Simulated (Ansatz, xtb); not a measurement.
# Ligand exchange: SnF4 + GeH2(CH3)F → SnHF3 + GeH(CH3)F2

Species: SnF4 `[F][Sn]([F])([F])[F]`, singlet; GeH2(CH3)F, singlet; SnHF3 `[F][SnH]([F])[F]`, singlet; GeH(CH3)F2, singlet. The partners trade F for H: Sn–F and Ge–H bonds give way to Sn–H and Ge–F.

Shapes, held fixed at every level: PBE0-D4/def2-TZVP. Programs: Ansatz 0.2.0, xtb 6.7.1. The zero-point and thermal change to 298 K, harmonic and unscaled (PBE0-D4/def2-TZVP), is -1.7 kJ/mol.

```
              level                    kind  ΔH(298 K) (kJ/mol)  less CCSD(T)/def2-TZVPP
           GFN2-xTB          semi-empirical              -113.4                    -51.0
        HF/def2-SVP            Hartree–Fock               -78.0                    -15.6
B3LYP-D4/def2-TZVPP           global hybrid               -62.6                     -0.2
 PBE0-D4/def2-TZVPP           global hybrid               -61.7                     +0.7
 wB97M-V/def2-TZVPP  range-separated hybrid               -63.0                     -0.6
 wB97X-V/def2-TZVPP  range-separated hybrid               -61.2                     +1.2
    CCSD/def2-TZVPP   coupled cluster or CI               -64.2                     -1.8
 CCSD(T)/def2-TZVPP   coupled cluster or CI               -62.4                      0.0
```

The highest level, CCSD(T)/def2-TZVPP, gives ΔH(298 K) = -62.4 kJ/mol; the levels span -113.4 to -61.2. The column of differences is taken from that level and isn't an error. No measured value is set beside it here. For atoms past krypton def2 sets carry core potentials with scalar relativity. Relativity is left out for Ge. Outer-core shells of Ge, Sn are correlated, in sets that cover them unevenly.

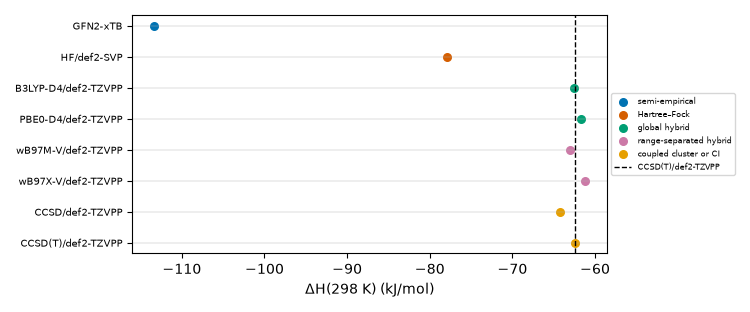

The values of the table, level by level.
